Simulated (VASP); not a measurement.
Energy against volume of SrTe (rock salt). All values below come from r2SCAN meta-GGA, VASP's PBE PAW potentials (set 64) (plane waves; VASP 6.6.1).

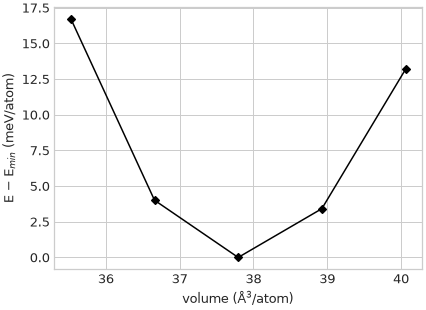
*Energy against volume*

Estimate the equilibrium volume and the bulk modulus.

The minimum lies near 37.8 Å³/atom, and the curvature gives B0 of about 35 GPa.

Measured: bulk modulus 39.5 GPa (computed value off by -11.7 %), a 6.659 Å (computed value off by +0.8 %), as given by S. C. Rakesh Roshan et al., ACS Applied Energy Materials (2021), arXiv:2110.13857. The calculation is for a static lattice, while the measured bulk modulus, a hold thermal and zero-point effects, which are part of the difference.

The compound is SrTe in the rock salt structure. It was relaxed first.
